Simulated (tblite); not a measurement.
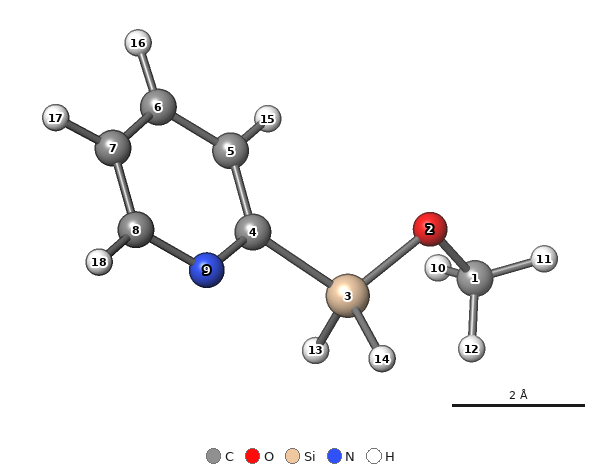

The structure as given in the input (ball-and-stick view, seen at a tilt; atoms are numbered from 1 in the order of the input).

Geometry relaxation, with input and output: C₆H₉NOSi (part 1 of 4)

C₆H₉NOSi, SMILES CO[SiH2]c1ccccn1, computed with GFN2-xTB geometry optimisation, gas phase (tblite 0.8.0).

It belongs to a series of runs on one base structure; here: ring CH replaced by N.

**The program's output**
```
step      E/eV     max force
  0    -711.51299    2.789
  1    -711.73164    1.231
  2    -711.81722    0.845
  3    -711.90251    0.969
  4    -711.93971    0.572
  5    -711.97734    0.454
  6    -712.00160    0.518
  7    -712.03029    0.453
  8    -712.05404    0.474
  9    -712.07306    0.328
 10    -712.08638    0.338
 11    -712.09938    0.351
 12    -712.11670    0.326
 13    -712.13501    0.329
 14    -712.14702    0.279
 15    -712.15583    0.233
 16    -712.16336    0.181
 17    -712.16898    0.167
 18    -712.17392    0.143
 19    -712.17730    0.119
 20    -712.17966    0.090
 21    -712.18179    0.120
 22    -712.18410    0.142
 23    -712.18626    0.142
 24    -712.18810    0.122
 25    -712.18991    0.117
 26    -712.19213    0.127
 27    -712.19494    0.145
 28    -712.19808    0.155
 29    -712.20136    0.168
 30    -712.20484    0.141
 31    -712.20832    0.140
 32    -712.21110    0.115
 33    -712.21281    0.098
 34    -712.21398    0.093
 35    -712.21524    0.101
 36    -712.21681    0.145
 37    -712.21876    0.137
 38    -712.22109    0.099
 39    -712.22284    0.107
 40    -712.22401    0.096
 41    -712.22509    0.089
 42    -712.22605    0.082
 43    -712.22712    0.091
 44    -712.22831    0.089
 45    -712.22948    0.078
 46    -712.23042    0.070
 47    -712.23110    0.073
 48    -712.23163    0.071
 49    -712.23203    0.044
 50    -712.23235    0.054
 51    -712.23269    0.058
 52    -712.23316    0.074
 53    -712.23368    0.068
 54    -712.23412    0.049
 55    -712.23447    0.043
 56    -712.23484    0.060
 57    -712.23525    0.065
 58    -712.23560    0.047
 59    -712.23585    0.038
 60    -712.23608    0.041
 61    -712.23640    0.046
 62    -712.23681    0.057
 63    -712.23718    0.040
 64    -712.23743    0.040
 65    -712.23758    0.036
 66    -712.23772    0.028
 67    -712.23786    0.026
 68    -712.23798    0.026
 69    -712.23807    0.024
 70    -712.23815    0.025
 71    -712.23825    0.022
 72    -712.23834    0.018
 73    -712.23840    0.018
 74    -712.23844    0.016
 75    -712.23848    0.017
 76    -712.23853    0.020
 77    -712.23861    0.023
 78    -712.23873    0.032
 79    -712.23891    0.036
 80    -712.23913    0.037
 81    -712.23931    0.033
 82    -712.23943    0.028
 83    -712.23952    0.025
 84    -712.23965    0.028
 85    -712.23984    0.032
 86    -712.24010    0.041
 87    -712.24045    0.047
 88    -712.24097    0.054
 89    -712.24170    0.062
 90    -712.24254    0.062
 91    -712.24237    0.164
 92    -712.24345    0.055
 93    -712.24372    0.046
 94    -712.24438    0.062
 95    -712.24462    0.048
 96    -712.24488    0.026
 97    -712.24506    0.038
 98    -712.24522    0.032
 99    -712.24548    0.035
100    -712.24570    0.029
101    -712.24582    0.031
102    -712.24601    0.036
103    -712.24625    0.038
104    -712.24675    0.036
105    -712.24700    0.040
106    -712.24726    0.041
107    -712.24754    0.039
108    -712.24780    0.038
109    -712.24822    0.040
110    -712.24864    0.043
111    -712.24926    0.065
112    -712.25001    0.133
113    -712.24993    0.138
114    -712.25183    0.077
115    -712.25297    0.064
116    -712.25539    0.096
117    -712.25594    0.094
118    -712.25677    0.058
119    -712.25754    0.041
120    -712.25785    0.032
121    -712.25811    0.038
122    -712.25825    0.035
123    -712.25837    0.039
124    -712.25847    0.029
125    -712.25853    0.030
126    -712.25856    0.015
127    -712.25858    0.015
128    -712.25862    0.018
129    -712.25866    0.025
130    -712.25874    0.032
131    -712.25885    0.039
132    -712.25901    0.034
133    -712.25916    0.033
134    -712.25927    0.024
135    -712.25933    0.030
136    -712.25940    0.023
137    -712.25947    0.019
138    -712.25955    0.020
139    -712.25962    0.019
140    -712.25968    0.016
141    -712.25973    0.013
142    -712.25975    0.009
```

**Trajectory as extended XYZ (Å, eV, eV/Å), 45 of the 143 frames kept, from step=0 to step=142**
```
18
Properties=species:S:1:pos:R:3:forces:R:3 step=0 energy=-711.51299
C     3.4963    0.5895   -0.2241   -0.1690  -0.4060   0.1530
O     2.2422    0.7774    0.4199   -0.5180  -1.7300  -0.6990
Si    1.3401   -0.6416    0.1031    0.6810   0.4330   0.4550
C    -0.4887   -0.3218    0.1094   -1.2430  -1.1300   0.8400
C    -1.0418    0.8808   -0.2425   -0.3190   1.6210  -0.6470
C    -2.4245    1.0418   -0.2141    0.3940  -0.1410   0.1030
C    -3.1802   -0.0315    0.1954   -1.7760  -0.5530   0.3530
C    -2.6282   -1.2445    0.5726    2.6320   0.7300  -0.5640
N    -1.2667   -1.3551    0.5129   -0.9170  -0.0360   0.0770
H     3.3484    0.9110   -1.2767    0.6020  -0.2460   0.5800
H     4.2956    1.1453    0.2885   -0.4590   0.0010  -0.2270
H     3.7176   -0.5070   -0.1560    0.4390   1.0520  -0.3980
H     1.6956   -1.1515   -1.2405   -0.1250   0.1430   0.0310
H     1.7295   -1.7155    1.0399   -0.0590   0.3190  -0.0500
H    -0.4180    1.7358   -0.5718   -0.3110  -0.7230   0.3060
H    -2.9116    1.9692   -0.4757    0.1130   0.0310  -0.0520
H    -4.2773    0.0201    0.2584    0.4410   0.2930  -0.1440
H    -3.2371   -2.0960    0.8895    0.5930   0.3420  -0.1170
18
Properties=species:S:1:pos:R:3:forces:R:3 step=3 energy=-711.90251
C     3.4863    0.5790   -0.2157   -0.0240   0.0620   0.0150
O     2.2197    0.6912    0.3822    0.1030   0.2710   0.0220
Si    1.3349   -0.6419    0.1197   -0.6240  -0.6890  -0.2740
C    -0.5220   -0.3276    0.1400    0.3190   0.0130   0.1180
C    -1.0660    0.8930   -0.2511    0.0580  -0.0680   0.0970
C    -2.4380    1.0329   -0.2059   -0.1810   0.1870  -0.0690
C    -3.2121   -0.0396    0.2030   -0.0430   0.1350  -0.0420
C    -2.5792   -1.2191    0.5514    0.0690   0.0970  -0.0630
N    -1.2669   -1.3670    0.5194    0.0850   0.2520   0.0100
H     3.3894    0.8974   -1.2471    0.2390   0.0800  -0.2380
H     4.2618    1.1509    0.2808   -0.2190   0.3120   0.2770
H     3.7589   -0.4619   -0.1838    0.5750  -0.3070  -0.1860
H     1.6843   -1.1406   -1.2345   -0.1920   0.0290   0.0570
H     1.7278   -1.6978    1.0413   -0.0050  -0.0580   0.1870
H    -0.4215    1.7119   -0.5608   -0.1430  -0.2390   0.1020
H    -2.9045    1.9678   -0.4783   -0.0530   0.0640  -0.0420
H    -4.2839    0.0371    0.2527   -0.1400   0.0360   0.0080
H    -3.1779   -2.0593    0.8751    0.1770  -0.1790   0.0190
18
Properties=species:S:1:pos:R:3:forces:R:3 step=6 energy=-712.00160
C     3.4860    0.5733   -0.2150    0.2080  -0.0430  -0.1310
O     2.2070    0.6525    0.3585    0.0860  -0.1580  -0.1750
Si    1.2989   -0.6912    0.1086    0.4990   0.1030   0.0920
C    -0.5170   -0.3148    0.1625   -0.0770   0.0390  -0.0480
C    -1.0816    0.8846   -0.2403   -0.0320   0.1590   0.0720
C    -2.4554    1.0422   -0.2074    0.1050   0.0490  -0.0220
C    -3.2262   -0.0285    0.2012   -0.0330  -0.0250  -0.0170
C    -2.5659   -1.2008    0.5389   -0.1770  -0.0530   0.1300
N    -1.2574   -1.3535    0.5269   -0.2120   0.0630   0.0820
H     3.4357    0.8992   -1.2541    0.0290   0.0890  -0.0650
H     4.2171    1.1868    0.3079   -0.2390   0.1300   0.2220
H     3.8386   -0.4600   -0.2157    0.1510   0.0840   0.0570
H     1.6570   -1.1372   -1.2339   -0.1370  -0.2280  -0.2950
H     1.7250   -1.6983    1.0643   -0.0720  -0.1820   0.1570
H    -0.4322    1.6838   -0.5476    0.0560   0.1690  -0.0410
H    -2.9084    1.9785   -0.4859   -0.0760   0.1290  -0.0650
H    -4.3030    0.0478    0.2512    0.0470  -0.0710   0.0160
H    -3.1269   -2.0582    0.8682   -0.1260  -0.2540   0.0300
18
Properties=species:S:1:pos:R:3:forces:R:3 step=10 energy=-712.08638
C     3.5239    0.5742   -0.2334   -0.0040   0.1230   0.0340
O     2.2282    0.5978    0.3004   -0.0070  -0.0580  -0.0820
Si    1.3190   -0.7369    0.1031   -0.2780  -0.1330  -0.1380
C    -0.5169   -0.3024    0.1772    0.0140   0.0430   0.0030
C    -1.0872    0.9048   -0.2205    0.0830  -0.0300  -0.0390
C    -2.4654    1.0579   -0.2079    0.0620  -0.0490   0.0710
C    -3.2398   -0.0207    0.1973    0.0460  -0.0550   0.0650
C    -2.5873   -1.1957    0.5537    0.0720   0.0270   0.0160
N    -1.2753   -1.3287    0.5484    0.0660  -0.0470   0.0170
H     3.4876    0.9188   -1.2690    0.1080   0.0780   0.0240
H     4.1356    1.2406    0.3688    0.1470   0.0300  -0.0390
H     3.9410   -0.4365   -0.2302    0.0620   0.1570   0.0990
H     1.6010   -1.1832   -1.2788   -0.1120  -0.2010   0.1190
H     1.7060   -1.7320    1.1092   -0.0930   0.0140  -0.1290
H    -0.4318    1.6973   -0.5433   -0.0300   0.1250   0.0160
H    -2.9215    1.9997   -0.5019    0.0540  -0.1860   0.0470
H    -4.3155    0.0453    0.2503   -0.0190   0.0060  -0.0560
H    -3.1104   -2.0938    0.8648   -0.1710   0.1570  -0.0270
18
Properties=species:S:1:pos:R:3:forces:R:3 step=13 energy=-712.13501
C     3.5564    0.6007   -0.2395   -0.1080  -0.0320   0.0790
O     2.2428    0.5258    0.2265   -0.2490   0.1550   0.0770
Si    1.2960   -0.7882    0.0779    0.0720  -0.0020  -0.1180
C    -0.5210   -0.2897    0.1914    0.1330  -0.0520  -0.0150
C    -1.0788    0.9215   -0.2132   -0.0450  -0.0300   0.0520
C    -2.4613    1.0536   -0.1906    0.0990   0.0070  -0.0430
C    -3.2431   -0.0228    0.2073    0.0210   0.1210   0.0000
C    -2.5913   -1.1908    0.5721    0.0890  -0.0240  -0.0430
N    -1.2782   -1.3189    0.5700    0.0180   0.1150  -0.0630
H     3.5546    0.9521   -1.2694    0.0800   0.1540  -0.0800
H     4.0945    1.2879    0.4063    0.1380   0.1300  -0.0300
H     4.0367   -0.3731   -0.2185    0.1350  -0.1300   0.0620
H     1.5295   -1.2717   -1.2969   -0.0880  -0.2300   0.0950
H     1.6673   -1.7574    1.1158   -0.0980  -0.0030  -0.1560
H    -0.4358    1.7380   -0.5369   -0.1890  -0.2430   0.1160
H    -2.9210    1.9798   -0.5056   -0.0470   0.0290   0.0300
H    -4.3238    0.0442    0.2367    0.1300   0.0010  -0.0380
H    -3.1322   -2.0845    0.8550   -0.0920   0.0340   0.0750
18
Properties=species:S:1:pos:R:3:forces:R:3 step=16 energy=-712.16336
C     3.5627    0.6159   -0.2351    0.0560   0.0160  -0.0020
O     2.2334    0.5136    0.1964    0.0780   0.0990  -0.0600
Si    1.2918   -0.8063    0.0531    0.1120   0.1100   0.0170
C    -0.5125   -0.2887    0.1925   -0.0580  -0.0530  -0.0070
C    -1.0740    0.9210   -0.2043   -0.0530  -0.0670   0.0630
C    -2.4517    1.0514   -0.1846   -0.1090   0.0700  -0.0270
C    -3.2351   -0.0186    0.2141    0.0120  -0.0280  -0.0390
C    -2.5886   -1.1893    0.5782   -0.0120   0.0450  -0.0220
N    -1.2755   -1.3122    0.5736    0.0070  -0.1410  -0.0150
H     3.5907    0.9839   -1.2676   -0.0040  -0.0270   0.1310
H     4.0954    1.3171    0.4127   -0.1240   0.0080  -0.0380
H     4.0815   -0.3464   -0.1978   -0.0970   0.0400   0.0060
H     1.4865   -1.3498   -1.2949   -0.0120  -0.1740  -0.0500
H     1.6356   -1.7713    1.0942   -0.0140  -0.0680  -0.0370
H    -0.4526    1.7428   -0.5243    0.0770  -0.0480   0.0180
H    -2.9229    1.9686   -0.5016   -0.0090   0.1350   0.0000
H    -4.3126    0.0434    0.2246   -0.0010   0.0310  -0.0030
H    -3.1608   -2.0688    0.8592    0.1500   0.0520   0.0640
18
Properties=species:S:1:pos:R:3:forces:R:3 step=19 energy=-712.17730
C     3.5698    0.6237   -0.2318   -0.0030   0.0610   0.0120
O     2.2337    0.5200    0.1753    0.0230  -0.0490  -0.0710
Si    1.3004   -0.8058    0.0406   -0.1100  -0.0350  -0.0300
C    -0.5120   -0.2961    0.1926   -0.0100  -0.0140  -0.0430
C    -1.0799    0.9150   -0.1926    0.0310   0.0280  -0.0430
C    -2.4573    1.0595   -0.1860    0.0220  -0.0010   0.0240
C    -3.2329   -0.0153    0.2109   -0.0280   0.0080  -0.0360
C    -2.5850   -1.1841    0.5775    0.0090  -0.0100   0.0140
N    -1.2735   -1.3216    0.5720    0.0110  -0.0120  -0.0350
H     3.6101    0.9974   -1.2565    0.0050  -0.0220  -0.0550
H     4.0801    1.3369    0.4156   -0.0350   0.0170   0.0740
H     4.0958   -0.3332   -0.1887   -0.1000   0.0310   0.0330
H     1.4636   -1.4075   -1.2969    0.0240  -0.0130   0.0740
H     1.6193   -1.7856    1.0794    0.0400   0.0100  -0.0350
H    -0.4534    1.7318   -0.5131    0.1070   0.0050   0.0210
H    -2.9257    1.9825   -0.4999    0.0500   0.0260   0.0230
H    -4.3084    0.0468    0.2190   -0.0810  -0.0080   0.0140
H    -3.1535   -2.0580    0.8711    0.0450  -0.0250   0.0600
18
Properties=species:S:1:pos:R:3:forces:R:3 step=23 energy=-712.18626
C     3.5743    0.6420   -0.2310   -0.0740  -0.0470  -0.0190
O     2.2312    0.5033    0.1348   -0.1310   0.0530  -0.0170
Si    1.2904   -0.8190    0.0245    0.0710  -0.0230   0.0110
C    -0.5142   -0.2993    0.1826    0.0030   0.0030  -0.0410
C    -1.0766    0.9173   -0.1916    0.0040   0.0020  -0.0130
C    -2.4553    1.0648   -0.1819    0.0240  -0.0310  -0.0180
C    -3.2367   -0.0130    0.2053    0.0310   0.0090   0.0330
C    -2.5852   -1.1805    0.5804   -0.0330   0.0010  -0.0160
N    -1.2743   -1.3236    0.5652   -0.0400   0.0460  -0.0220
H     3.6357    1.0085   -1.2589    0.0200   0.0200   0.0210
H     4.0524    1.3605    0.4382   -0.0690  -0.0160  -0.0130
H     4.1021   -0.3100   -0.1722    0.0320  -0.0170   0.0330
H     1.4433   -1.4628   -1.2878    0.0320  -0.0110  -0.0480
H     1.6120   -1.7958    1.0633    0.0420   0.0130   0.0300
H    -0.4334    1.7284   -0.4985   -0.0010   0.0010   0.0160
H    -2.9156    1.9943   -0.4925    0.0300  -0.0180   0.0390
H    -4.3166    0.0469    0.2161    0.0770   0.0030   0.0020
H    -3.1425   -2.0556    0.8922   -0.0180   0.0110   0.0220
18
Properties=species:S:1:pos:R:3:forces:R:3 step=26 energy=-712.19213
C     3.5576    0.6449   -0.2305   -0.0150  -0.0030   0.0370
O     2.2071    0.5179    0.1191    0.0200   0.0340  -0.0700
Si    1.2927   -0.8219    0.0180   -0.0430  -0.0290  -0.0240
C    -0.5136   -0.3051    0.1638    0.0000  -0.0570   0.0260
C    -1.0706    0.9159   -0.1973    0.0320  -0.0220  -0.0040
C    -2.4480    1.0642   -0.1841    0.0050   0.0130   0.0150
C    -3.2331   -0.0104    0.2044    0.0230   0.0020   0.0030
C    -2.5887   -1.1804    0.5778    0.0450   0.0020   0.0250
N    -1.2786   -1.3224    0.5512    0.0550  -0.1140   0.0130
H     3.6396    1.0115   -1.2586   -0.0070  -0.0310   0.0670
H     4.0341    1.3619    0.4434   -0.0990  -0.0170  -0.0280
H     4.0831   -0.3094   -0.1546   -0.0280   0.0270  -0.0110
H     1.4529   -1.4837   -1.2827    0.0440  -0.0020  -0.0850
H     1.6241   -1.7942    1.0542    0.0520   0.0020   0.0910
H    -0.4165    1.7222   -0.4880   -0.0240   0.0720  -0.0280
H    -2.9019    2.0008   -0.4785   -0.0140   0.0000   0.0080
H    -4.3102    0.0478    0.2174   -0.0210   0.0560   0.0010
H    -3.1387   -2.0533    0.9133   -0.0250   0.0660  -0.0370
18
Properties=species:S:1:pos:R:3:forces:R:3 step=29 energy=-712.20136
C     3.5323    0.6499   -0.2270    0.0160   0.0470   0.0060
O     2.1687    0.5232    0.0642    0.0760  -0.1350  -0.0640
Si    1.2904   -0.8457    0.0007    0.0320  -0.0380  -0.0580
C    -0.5123   -0.3198    0.1426    0.0730  -0.0360   0.0170
C    -1.0567    0.9131   -0.2042    0.0150  -0.0580   0.0570
C    -2.4341    1.0654   -0.1825    0.0320   0.0430   0.0400
C    -3.2257   -0.0049    0.2063    0.0260   0.0190  -0.0200
C    -2.5872   -1.1774    0.5799    0.0380   0.0030   0.0160
N    -1.2793   -1.3331    0.5360    0.0370  -0.0240   0.0040
H     3.6609    1.0163   -1.2478   -0.0430  -0.0120  -0.0290
H     3.9709    1.3736    0.4590   -0.0220   0.0610   0.0690
H     4.0743   -0.2931   -0.1299   -0.1150  -0.0170   0.0240
H     1.4624   -1.5269   -1.2958    0.0270   0.0290   0.0370
H     1.6478   -1.7927    1.0625    0.0090   0.0980  -0.0250
H    -0.3980    1.7276   -0.4743   -0.0900  -0.0650  -0.0240
H    -2.8831    2.0092   -0.4567   -0.0380   0.0260  -0.0310
H    -4.3033    0.0605    0.2185    0.0120   0.0570   0.0240
H    -3.1368   -2.0390    0.9368   -0.0830   0.0000  -0.0430
```
